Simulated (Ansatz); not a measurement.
Band structure of Zr2CuSb3 (P-4m2, 6 atoms in the cell).

```xyz
6
Lattice="3.9781 0.0000 0.0000 0.0000 3.9781 0.0000 0.0000 0.0000 8.7638" Properties=species:S:1:pos:R:3 pbc="T T T"
Zr     0.0000     1.9890     6.4643
Zr     1.9890     0.0000     2.2995
Cu     0.0000     0.0000     0.0000
Sb     1.9890     1.9890     0.0000
Sb     0.0000     1.9890     3.3182
Sb     1.9890     0.0000     5.4456
```

Level of theory: PBEsol, PAW files made with PBE (plane waves; Ansatz, a quantum-chemistry and plane-wave program).

Settings: kpoints.mp_grid.grid = 5 5 3; hamiltonian.xc = pbesol; hamiltonian.pseudopotentials = {kind: paw} (an earlier, softer set of the program's PAW files); scf.occupations.method = gaussian; scf.occupations.width = 0.272 eV; kpoints.band_path.npoints = 8.

The starting cell comes from a database of computed structures (which also holds hypothetical and non-ambient phases and stackings), without a prior relaxation at this level. Its lattice was rescaled by a random factor within 2.5 % of one. Spin-orbit coupling is off. Spin polarisation is off.

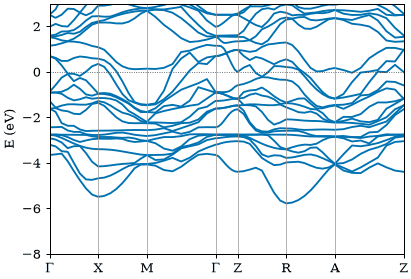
Figure: Bands along the path, energies from the Fermi level.

Levels in eV from the Fermi level, bands 41 to 48:
```
point     41     42     43     44     45    46    47    48
-----  -----  -----  -----  -----  -----  ----  ----  ----
Γ      -0.91  -0.91  -0.88   0.69   0.69  1.15  1.53  1.56
X      -1.15  -0.96  -0.95   0.35   0.58  1.08  2.16  2.22
M      -2.20  -1.76  -1.76  -1.47  -1.44  0.14  2.69  2.69
Z      -1.18  -1.18  -0.59   0.00   0.97  0.97  1.34  1.54
R      -1.37  -1.35  -0.35   0.21   0.55  1.29  2.30  2.39
A      -2.21  -1.48  -1.45  -1.18  -1.18  0.17  2.36  2.36
```

Bands cross the Fermi level along this path, so the cell is metallic at this level.

Keys are those of Ansatz 0.2.
